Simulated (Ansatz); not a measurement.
C2H7NSSi: geometry relaxation

C2H7NSSi, computed with RKS BLYP-D4/6-31G (Ansatz 0.2.0).

It belongs to a series of runs on one base structure; here: end point B relaxed. Figures and captions count atoms from 1; the log counts them from 0 in places.

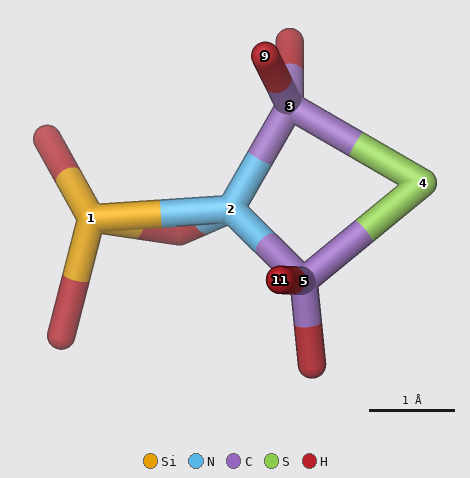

*The starting structure (stick view, seen at a tilt; atoms are numbered from 1 in the order of the input).*

Bond lengths as drawn: C–H 1.06 to 1.14 Å, C–N 1.43 to 1.48 Å, C–S 1.83 to 1.88 Å, H–N 1.04 Å, H–Si 1.31 to 1.53 Å and N–Si 1.66 Å.

Results in brief

| quantity | value |
| --- | --- |
| outcome | converged |
| total energy | −22384.3258 eV |
| mean-field energy | −22383.6077 eV |
| largest force (length of the vector) at the end | 0.025 eV/Å |
| hardware | 1 thread of Arm Neoverse V2, 24 GiB of memory available, shared host |
| wall time | 47 s |
| peak memory | 0.17 GiB |

Input file
```yaml
crystal:
  periodic: [false, false, false]
  atoms:
    - { symbol: Si, position_ang: [-1.3208, 0.2437, 0.8416] }
    - { symbol: "N", position_ang: [-0.0735, 0.2636, -0.256] }
    - { symbol: C, position_ang: [1.2818, 0.5665, 0.0961] }
    - { symbol: S, position_ang: [1.8566, 0.0253, -1.559] }
    - { symbol: C, position_ang: [0.2381, -0.8538, -1.1707] }
    - { symbol: H, position_ang: [-1.4095, 1.6254, 1.4969] }
    - { symbol: H, position_ang: [-2.5928, 0.0278, 0.0849] }
    - { symbol: H, position_ang: [-0.91413, 0.87526, -0.2276] }
    - { symbol: H, position_ang: [1.74, -0.0303, 0.9586] }
    - { symbol: H, position_ang: [1.5244, 1.6202, 0.3445] }
    - { symbol: H, position_ang: [0.3709, -1.8204, -0.6492] }
    - { symbol: H, position_ang: [-0.4352, -0.9602, -1.9769] }
basis:
  gaussian: { orbitals: "6-31G" }
hamiltonian:
  xc: blyp
  dispersion: d4
relax:
  f_tol: 0.02
  max_steps: 50
```

Command:
```bash
ansatz run input.yaml --threads 1 --pin off --max-ram 2048MiB --backend cpu --events-out ev --progress --plain --runs-dir out
```

What the program printed
```
The last accepted step is kept in [file] (removed where the run ends without a failure and the disk answers)
Engine: ansatz 0.2.0, aarch64-unknown-linux-gnu
Functional definition: BLYP
  parameter beta = 0.0042
  parameter a = 0.04918
  parameter b = 0.132
  parameter c = 0.2533
  parameter d = 0.349
  exchange = b88_x(beta = beta)
  correlation = lyp_c(a = a, b = b, c = c, d = d)
959 factors; integrals over basis functions are off by at most 1.6e-4 eV
mean field evaluation 1: about -22371.5125 eV, gradient 5.1e1 eV
mean field evaluation 2: about -22355.6665 eV, gradient 9.4e1 eV
mean field evaluation 4: about -22377.5548 eV, gradient 3.8e0 eV
mean field evaluation 8: about -22377.6031 eV, gradient 1.2e-1 eV
mean field evaluation 16: about -22377.6031 eV, gradient 2.3e-5 eV
mean field -22377.60313245 eV, -822.3617470334 hartree, gradient 2.3e-5 eV, S^2 0.000000; 0 other end points of the search recorded, 0 dependent functions left out
the calculation of the forces begins
reference -22377.60347104 eV, -822.3617594762 hartree; 28, 28 occupied and 39, 39 virtual orbitals, 959 factors
relax step   1: F+E_penalty+E_count = -22378.31564106 eV  Δ(F+E_penalty+E_count) = +0.000e0 eV  max|allowed force component| = 1.422e1 eV/Å  Δτ_max = 0.0000 Å  (26 SCF iters, accepted)
these checks for a lower state are left out or cut short: starts, cluster_reference, orbital_swaps, neighbouring_geometries, increment
959 factors; integrals over basis functions are off by at most 1.7e-4 eV
mean field -22380.37580020 eV, -822.4636406939 hartree, gradient 9.0e-6 eV, S^2 0.000000; 0 other end points of the search recorded, 0 dependent functions left out
[... from here on the field's lines of each further geometry are left out, up to the last ...]
relax step   2: F+E_penalty+E_count = -22381.07309257 eV  Δ(F+E_penalty+E_count) = -2.757e0 eV  max|allowed force component| = 8.533e0 eV/Å  Δτ_max = 0.1934 Å  (32 SCF iters, accepted)
relax step   3: F+E_penalty+E_count = -22382.99475526 eV  Δ(F+E_penalty+E_count) = -1.922e0 eV  max|allowed force component| = 3.867e0 eV/Å  Δτ_max = 0.1945 Å  (29 SCF iters, accepted)
relax step   4: F+E_penalty+E_count = -22383.89192442 eV  Δ(F+E_penalty+E_count) = -8.972e-1 eV  max|allowed force component| = 1.658e0 eV/Å  Δτ_max = 0.1949 Å  (29 SCF iters, accepted)
relax step   5: F+E_penalty+E_count = -22384.20479330 eV  Δ(F+E_penalty+E_count) = -3.129e-1 eV  max|allowed force component| = 5.821e-1 eV/Å  Δτ_max = 0.1999 Å  (28 SCF iters, accepted)
relax step   6: F+E_penalty+E_count = -22384.29866964 eV  Δ(F+E_penalty+E_count) = -9.388e-2 eV  max|allowed force component| = 3.195e-1 eV/Å  Δτ_max = 0.1894 Å  (28 SCF iters, accepted)
relax step   7: F+E_penalty+E_count = -22384.31958446 eV  Δ(F+E_penalty+E_count) = -2.091e-2 eV  max|allowed force component| = 1.096e-1 eV/Å  Δτ_max = 0.0924 Å  (25 SCF iters, accepted)
relax step   8: F+E_penalty+E_count = -22384.32444113 eV  Δ(F+E_penalty+E_count) = -4.857e-3 eV  max|allowed force component| = 8.678e-2 eV/Å  Δτ_max = 0.0335 Å  (26 SCF iters, accepted)
relax step   9: F+E_penalty+E_count = -22384.32519332 eV  Δ(F+E_penalty+E_count) = -7.522e-4 eV  max|allowed force component| = 3.349e-2 eV/Å  Δτ_max = 0.0067 Å  (23 SCF iters, accepted)
relax step  10: F+E_penalty+E_count = -22384.32530969 eV  Δ(F+E_penalty+E_count) = -1.164e-4 eV  max|allowed force component| = 3.061e-2 eV/Å  Δτ_max = 0.0149 Å  (25 SCF iters, accepted)
relax step  11: F+E_penalty+E_count = -22384.32532646 eV  Δ(F+E_penalty+E_count) = -1.677e-5 eV  max|allowed force component| = 5.138e-2 eV/Å  Δτ_max = 0.0131 Å  (25 SCF iters, accepted)
the calculation of the forces begins
reference -22383.60771982 eV, -822.5824115490 hartree; 28, 28 occupied and 39, 39 virtual orbitals, 959 factors
relax step  12: F+E_penalty+E_count = -22384.32546228 eV  Δ(F+E_penalty+E_count) = -1.358e-4 eV  max|allowed force component| = 1.950e-2 eV/Å  Δτ_max = 0.0033 Å  (21 SCF iters, accepted)
959 factors; integrals over basis functions are off by at most 1.9e-4 eV
mean field evaluation 96: about -22383.6074 eV, gradient 1.6e-3 eV
```

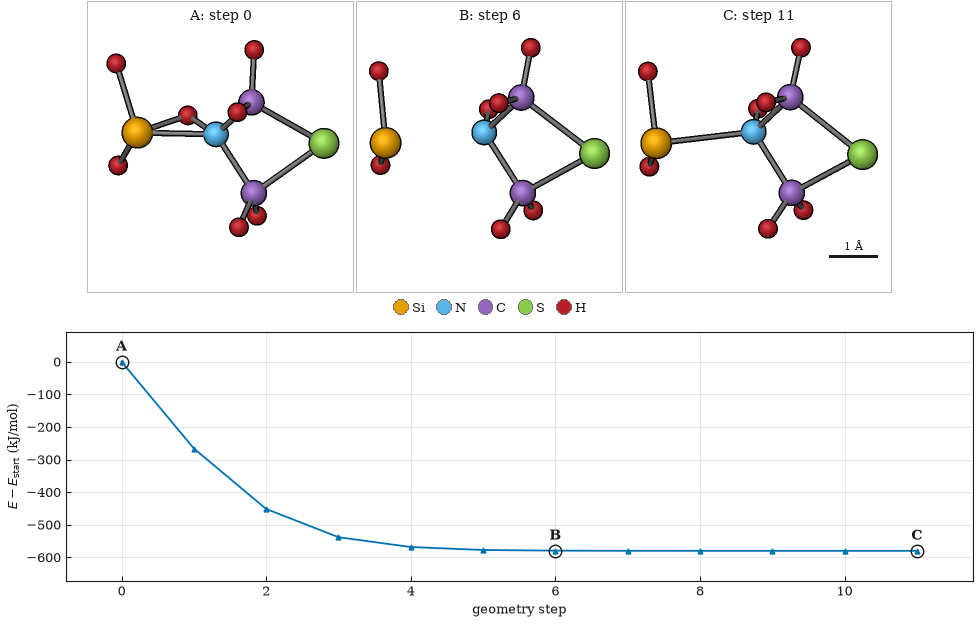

*Frames of the relaxation (ball-and-stick view, seen at a tilt) above the curves, on which the letters mark them (the first geometry is step 0 here and step 1 in the log).*

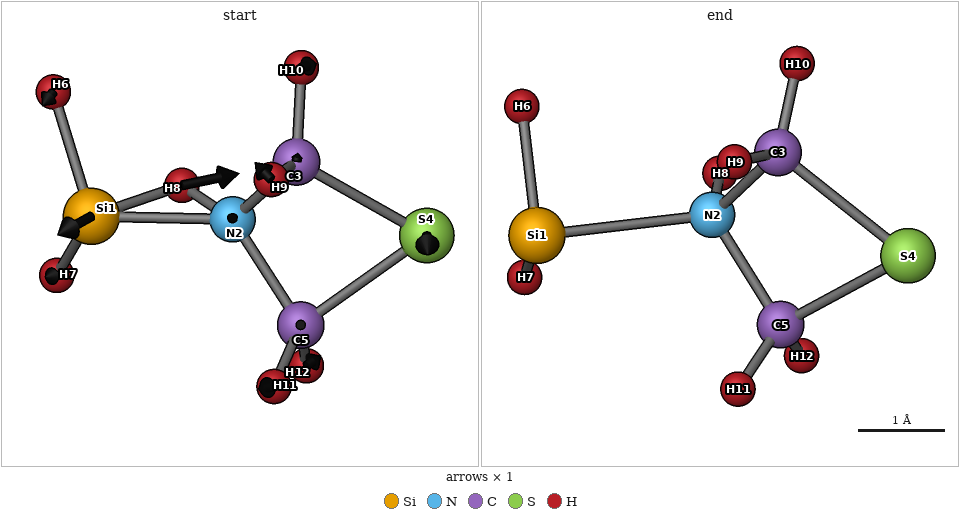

*Before (left) and after (right) the relaxation, at one scale (ball-and-stick view, seen at a tilt). The black arrows give the displacements, at true length.*

Over 11 geometry steps the energy falls by 579.9 kJ/mol. The largest force component goes from 14 to 0.02 eV/Å. The atom that moves furthest after the best rigid fit is H8 (0.73 Å). By element the largest moves are H 0.73 Å, Si 0.62 Å, S 0.45 Å, C 0.11 Å, N 0.09 Å. Among the contacts that change: Si1–H8 1.307 → 2.611 Å, Si1–N2 1.662 → 2.107 Å, C3–S4 1.834 → 1.955 Å, N2–C3 1.433 → 1.519 Å. Bonds break: Si1–H8 (1.31 → 2.61 Å). Among the angles that change: Si1–N2–H8 51.8° → 107.7°, N2–Si1–H6 108.4° → 87.2°, C3–N2–H8 129.3° → 110.5°. (Atoms are counted from 1 in the order of the input.)

```
mean field -22383.60738485 eV, -822.5823992392 hartree, gradient 2.3e-5 eV, S^2 0.000000; 1 other end points of the search recorded, 0 dependent functions left out
the calculation of the forces begins
reference -22383.60771982 eV, -822.5824115490 hartree; 28, 28 occupied and 39, 39 virtual orbitals, 959 factors
Total energy: -22384.32579724 eV, -822.6088004077 hartree
Atom 0 at    -1.389192    -0.135987     1.326348 Å, force     0.002919     0.003171    -0.005926 eV/Å
Atom 1 at    -0.113573     0.337548    -0.282395 Å, force    -0.014798    -0.006482     0.019502 eV/Å
Atom 2 at     1.314454     0.674451     0.111997 Å, force     0.004708     0.002252    -0.001693 eV/Å
Atom 3 at     2.070938    -0.328992    -1.385102 Å, force    -0.003250     0.000003     0.002752 eV/Å
Atom 4 at     0.185558    -0.818170    -1.222114 Å, force     0.002009    -0.001077    -0.004838 eV/Å
Atom 5 at    -1.469799     1.414699     1.617791 Å, force     0.000053    -0.003206    -0.003303 eV/Å
Atom 6 at    -2.585031    -0.069165     0.296030 Å, force     0.003865     0.001898     0.001259 eV/Å
Atom 7 at    -0.538450     1.120249    -0.798629 Å, force     0.002608     0.001619    -0.003818 eV/Å
Atom 8 at     1.559197     0.199699     1.068944 Å, force     0.000509    -0.001254    -0.000371 eV/Å
Atom 9 at     1.538701     1.745493     0.102632 Å, force     0.001489     0.003558    -0.000451 eV/Å
Atom 10 at     0.069470    -1.770142    -0.691740 Å, force     0.001182    -0.000390     0.000689 eV/Å
Atom 11 at    -0.376404    -0.786623    -2.160562 Å, force    -0.001294    -0.000093    -0.003801 eV/Å
Dipole moment:     0.389962     0.324541    -0.693010 e Å
```

Trajectory as extended XYZ (Å, eV, eV/Å), 9 of the 12 frames kept, from step=1 to step=12
```
12
Properties=species:S:1:pos:R:3:forces:R:3 step=1 energy=-22378.31564
Si   -1.3208    0.2437    0.8416   -8.4592  -5.5550  14.2248
N    -0.0735    0.2636   -0.2560    6.0061  -2.3775  -3.3859
C     1.2818    0.5665    0.0961    1.9313   1.9851   2.2530
S     1.8566    0.0253   -1.5590    2.0534  -0.6683  -1.9181
C     0.2381   -0.8538   -1.1707   -0.2062  -0.2197   0.1036
H    -1.4095    1.6254    1.4969    0.3924  -0.0030  -0.6207
H    -2.5928    0.0278    0.0849    0.0571   0.1522  -0.7119
H    -0.9141    0.8753   -0.2276    0.4955   6.7015  -8.0155
H     1.7400   -0.0303    0.9586   -0.9190   0.0063  -0.6976
H     1.5244    1.6202    0.3445   -0.4028  -0.0871  -0.2657
H     0.3709   -1.8204   -0.6492   -0.0106   0.1431   0.2834
H    -0.4352   -0.9602   -1.9769   -0.9381  -0.0778  -1.2494
12
Properties=species:S:1:pos:R:3:forces:R:3 step=2 energy=-22381.07309
Si   -1.3617    0.1402    0.9941   -4.2044  -4.1522   8.5330
N    -0.0545    0.2176   -0.2051    2.1991  -0.0255  -2.7623
C     1.3171    0.6170    0.0890    0.6612   0.9262   1.8212
S     1.9847   -0.1151   -1.5231    0.5121  -0.2531  -0.5745
C     0.2352   -0.8433   -1.2079   -0.6201  -0.4959   0.2825
H    -1.3615    1.5982    1.4704    0.1878   0.2711  -0.5580
H    -2.5731    0.0272    0.0797    0.1274   0.3424  -0.6433
H    -0.9221    0.8789   -0.2141    1.4109   3.1892  -4.7973
H     1.6816    0.0632    1.0025   -0.0945   0.2325  -0.5517
H     1.4879    1.7013    0.2513   -0.1400  -0.2791  -0.2728
H     0.2702   -1.8270   -0.6909    0.0718   0.1307  -0.1957
H    -0.4379   -0.8751   -2.0627   -0.1112   0.1136  -0.2811
12
Properties=species:S:1:pos:R:3:forces:R:3 step=4 energy=-22383.89192
Si   -1.4567   -0.0657    1.3100   -0.6026   0.0461   0.4765
N    -0.0844    0.2340   -0.2057   -1.0494   0.7720   0.1500
C     1.3161    0.6455    0.1289   -0.0288   0.0480  -0.1833
S     2.0097   -0.1484   -1.5215    0.0389  -0.0561   0.0043
C     0.2048   -0.8421   -1.2022   -0.0256   0.0147  -0.1998
H    -1.3616    1.5675    1.4007   -0.0807  -0.4577   0.0919
H    -2.5144    0.0772    0.0703    0.1837  -0.0911   0.4017
H    -0.8194    0.9868   -0.4287    1.6583  -0.5492  -0.8079
H     1.6828    0.0860    0.9970    0.0079   0.0123   0.0889
H     1.4771    1.7193    0.2264   -0.0377   0.1481  -0.0159
H     0.2571   -1.8243   -0.7088   -0.0504   0.0599  -0.0410
H    -0.4452   -0.8527   -2.0833   -0.0135   0.0530   0.0346
12
Properties=species:S:1:pos:R:3:forces:R:3 step=5 energy=-22384.20479
Si   -1.4672   -0.1044    1.3496   -0.0618   0.0570   0.0095
N    -0.0934    0.2521   -0.2085   -0.5373   0.4142  -0.0071
C     1.3176    0.6593    0.1163    0.0440  -0.0003   0.1845
S     2.0328   -0.2267   -1.4610    0.1786   0.0062  -0.1635
C     0.1992   -0.8277   -1.2119   -0.1056  -0.2326  -0.0213
H    -1.4078    1.4890    1.4577   -0.0398  -0.1019   0.1726
H    -2.5253    0.0437    0.1606   -0.0307  -0.1174   0.1434
H    -0.6848    1.0237   -0.5718    0.5821  -0.1562  -0.3311
H     1.6515    0.1490    1.0270    0.0362   0.0412   0.0528
H     1.4866    1.7384    0.1585   -0.0287   0.0451  -0.0163
H     0.1817   -1.8098   -0.7221   -0.0386  -0.0005  -0.0429
H    -0.4250   -0.8035   -2.1111    0.0017   0.0453   0.0193
12
Properties=species:S:1:pos:R:3:forces:R:3 step=7 energy=-22384.31958
Si   -1.4216   -0.1275    1.3431    0.0322   0.0926  -0.1096
N    -0.1090    0.3181   -0.2663   -0.0907   0.0643   0.0147
C     1.3186    0.6646    0.1132    0.0541   0.0880   0.0210
S     2.0624   -0.2897   -1.4206    0.0246  -0.0265  -0.0099
C     0.1937   -0.8252   -1.2180   -0.0150   0.0213  -0.0360
H    -1.4946    1.4351    1.5966    0.0516  -0.0402   0.0305
H    -2.5956   -0.0302    0.2864    0.0098  -0.0627  -0.0004
H    -0.5343    1.1022   -0.7855    0.0235  -0.0696   0.0656
H     1.5999    0.1788    1.0539   -0.0616  -0.0405   0.0073
H     1.5253    1.7395    0.1244   -0.0008   0.0000  -0.0036
H     0.1121   -1.7873   -0.7030   -0.0074  -0.0162   0.0680
H    -0.3909   -0.7955   -2.1411   -0.0202  -0.0105  -0.0475
12
Properties=species:S:1:pos:R:3:forces:R:3 step=8 energy=-22384.32444
Si   -1.4021   -0.1301    1.3274    0.0504  -0.0016  -0.0313
N    -0.1135    0.3347   -0.2778   -0.0868   0.0646  -0.0427
C     1.3134    0.6701    0.1125    0.0697   0.0470   0.0717
S     2.0628   -0.3049   -1.4061    0.0167  -0.0150  -0.0014
C     0.1865   -0.8196   -1.2173   -0.0009  -0.0291  -0.0227
H    -1.4691    1.4213    1.6114   -0.0183   0.0097   0.0021
H    -2.5874   -0.0626    0.2866   -0.0108   0.0129   0.0009
H    -0.5270    1.1190   -0.8060   -0.0002  -0.0666   0.0724
H     1.5684    0.1819    1.0613   -0.0165  -0.0002  -0.0354
H     1.5330    1.7431    0.1221   -0.0031  -0.0257  -0.0085
H     0.0903   -1.7723   -0.6840    0.0021   0.0091   0.0077
H    -0.3896   -0.7975   -2.1470   -0.0023  -0.0052  -0.0128
12
Properties=species:S:1:pos:R:3:forces:R:3 step=9 energy=-22384.32519
Si   -1.3958   -0.1299    1.3253    0.0121  -0.0115  -0.0119
N    -0.1148    0.3359   -0.2804   -0.0030  -0.0115   0.0161
C     1.3132    0.6715    0.1125    0.0324   0.0090   0.0335
S     2.0647   -0.3079   -1.4030    0.0030  -0.0054  -0.0002
C     0.1866   -0.8195   -1.2195    0.0041  -0.0224   0.0003
H    -1.4711    1.4204    1.6138   -0.0012   0.0101  -0.0015
H    -2.5853   -0.0602    0.2892   -0.0083   0.0012   0.0008
H    -0.5319    1.1178   -0.8031   -0.0275   0.0245  -0.0041
H     1.5637    0.1815    1.0611   -0.0079   0.0070  -0.0204
H     1.5347    1.7436    0.1215   -0.0050  -0.0137  -0.0082
H     0.0889   -1.7705   -0.6829   -0.0012   0.0098  -0.0058
H    -0.3870   -0.7996   -2.1513    0.0026   0.0029   0.0013
12
Properties=species:S:1:pos:R:3:forces:R:3 step=11 energy=-22384.32533
Si   -1.3884   -0.1359    1.3253   -0.0072   0.0001   0.0063
N    -0.1129    0.3355   -0.2806   -0.0418   0.0320  -0.0008
C     1.3150    0.6756    0.1134   -0.0114  -0.0514  -0.0046
S     2.0681   -0.3273   -1.3846    0.0333  -0.0092  -0.0176
C     0.1843   -0.8194   -1.2228    0.0291   0.0028   0.0429
H    -1.4688    1.4150    1.6156    0.0021  -0.0025  -0.0010
H    -2.5836   -0.0679    0.2944    0.0037  -0.0010   0.0003
H    -0.5371    1.1185   -0.7977    0.0013  -0.0086   0.0087
H     1.5615    0.2012    1.0704   -0.0036   0.0048  -0.0105
H     1.5373    1.7466    0.1035    0.0025   0.0191  -0.0026
H     0.0688   -1.7724   -0.6935    0.0013   0.0103  -0.0047
H    -0.3784   -0.7863   -2.1602   -0.0092   0.0036  -0.0164
12
Properties=species:S:1:pos:R:3:forces:R:3 step=12 energy=-22384.32546
Si   -1.3892   -0.1360    1.3263    0.0029   0.0032  -0.0059
N    -0.1136    0.3375   -0.2824   -0.0148  -0.0065   0.0195
C     1.3145    0.6745    0.1120    0.0047   0.0023  -0.0017
S     2.0709   -0.3290   -1.3851   -0.0032   0.0000   0.0028
C     0.1856   -0.8182   -1.2221    0.0020  -0.0011  -0.0048
H    -1.4698    1.4147    1.6178    0.0001  -0.0032  -0.0033
H    -2.5850   -0.0692    0.2960    0.0039   0.0019   0.0013
H    -0.5384    1.1202   -0.7986    0.0026   0.0016  -0.0038
H     1.5592    0.1997    1.0689    0.0005  -0.0013  -0.0004
H     1.5387    1.7455    0.1026    0.0015   0.0036  -0.0005
H     0.0695   -1.7701   -0.6917    0.0012  -0.0004   0.0007
H    -0.3764   -0.7866   -2.1606   -0.0013  -0.0001  -0.0038
```
